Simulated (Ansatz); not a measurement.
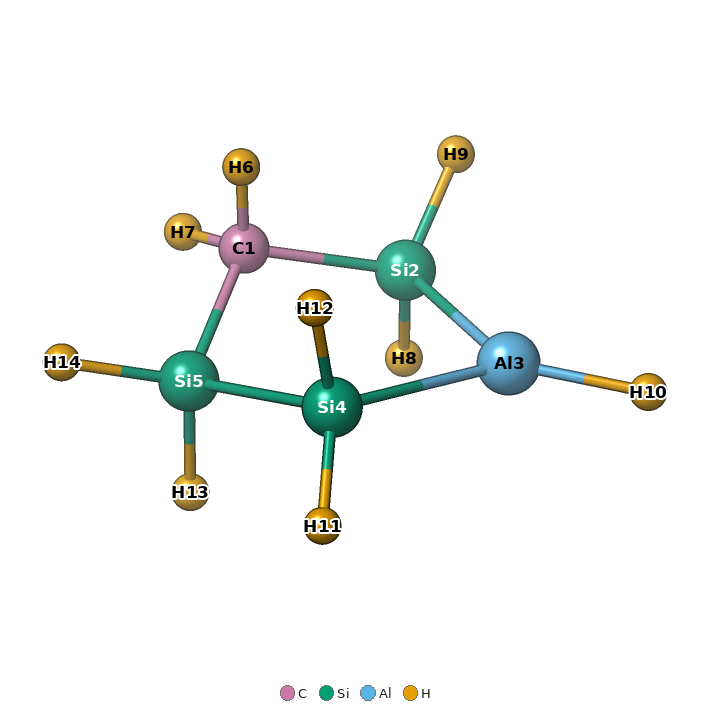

Atoms fade into the background with distance from the viewer. The geometry was computed by an optimisation with PBE0-D4/def2-TZVP. No frequency run is at hand to confirm it as a minimum.

**What is the conformation of the ring C1–Si2–Al3–Si4–Si5?**

It is between envelope and twist. The Cremer–Pople amplitude Q is 0.60 Å.

**Give the torsion angles round the ring, beginning with the bond from its second to its third atom.**

10°, 15°, −39°, 54°, −40°.
